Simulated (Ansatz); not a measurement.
BFH₂···H₂

Input

```
crystal:
  periodic: [false, false, false]
  atoms:
    - { symbol: B, position_ang: [-0.002781, 0.255781, 0.062654] }
    - { symbol: F, position_ang: [-0.007229, 0.548265, 1.353748] }
    - { symbol: H, position_ang: [1.060583, 0.192258, -0.500173] }
    - { symbol: H, position_ang: [-1.062892, 0.117826, -0.491651] }
    - { symbol: H, position_ang: [0.066576, -2.062078, 0.654869] }
    - { symbol: H, position_ang: [0.057144, -1.577952, 1.184754] }
basis:
  gaussian: { orbitals: def2-SVP }
hamiltonian:
  xc: b3lyp
  dispersion: d4
relax:
  f_tol: 0.03
  max_steps: 50
output:
  orbitals: {}
```

Launched as:

```sh
ansatz run input.yaml --threads 1 --pin off --max-ram 2048MiB --backend cpu --events-out ev --progress --plain --runs-dir out
```

The fields are those of the run's last geometry, not of the input's.

Computed with RKS B3LYP-D4/def2-SVP in Ansatz.

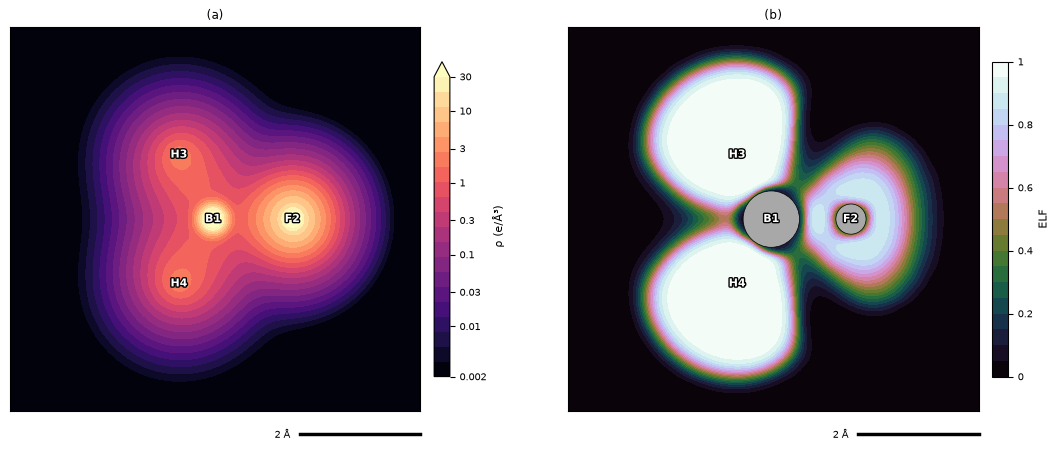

Figure 1. (a) total electron density; (b) ELF on the plane of atoms H3, B1 and H4. Grey discs cover the atomic cores in the ELF map.

Describe what can be read from this map.

The section cuts through B, F and H sites. B–F (1.32 Å): the density is about 2.2 e/Å³ at the midpoint; the ELF peaks at about 0.85 between the atoms, as expected for a shared but strongly polarised pair. B–H (1.21 Å): ρ is about 1.2 e/Å³ halfway; the ELF climbs to about 1 towards the hydrogen, as it does in any bond to H: an ordinary covalent bond to hydrogen. The ELF also peaks beside F2, away from the bonds: lone-pair regions.

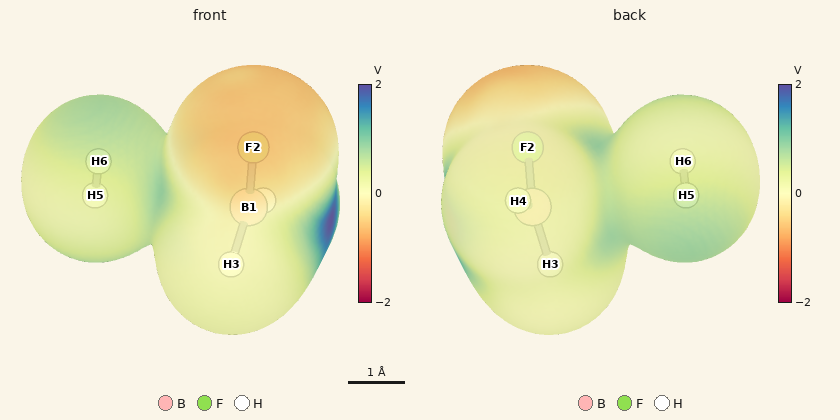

Figure 2. The molecular electrostatic potential painted on the density surface at 0.002 e/bohr³, seen from the front and from behind; red is negative and blue positive.

Where is the surface potential most negative and most positive?

The most negative region (about −0.6 V) lies over F2, the most positive (about +1.8 V) over B1.

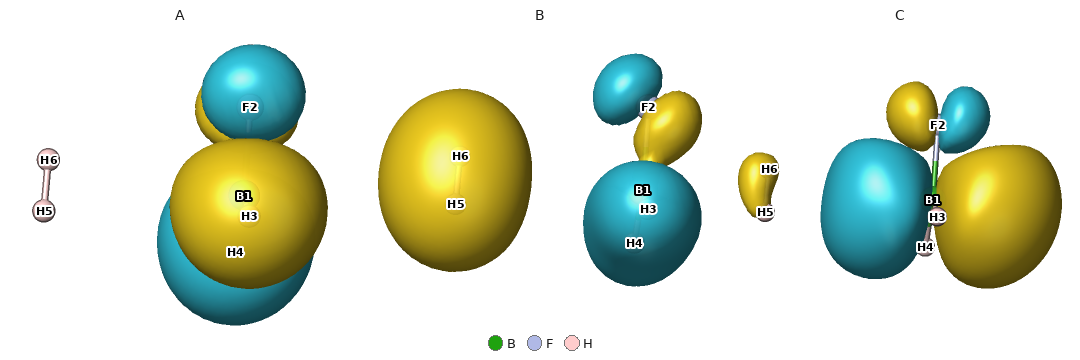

Figure 3. Three frontier orbitals at ±0.1 Å⁻³ᐟ² (yellow and cyan are the two phases), in no order.

Which picture is the HOMO−1, the HOMO and the LUMO?

B is the HOMO−1 (−11.74 eV). Its weight (Hirshfeld) is mainly on H5 (about 35 %), H6 (about 35 %), B1 (about 10 %) and F2 (about 5 %). A is the HOMO (−8.93 eV). It lies mainly on B1 (about 30 %), F2 (about 25 %), H3 (about 25 %) and H4 (about 25 %). C is the LUMO (−1.08 eV). It lies mainly on B1 (about 65 %), F2 (about 15 %), H3 (about 10 %) and H4 (about 10 %).

What is the HOMO–LUMO gap?

7.85 eV between the orbital energies.
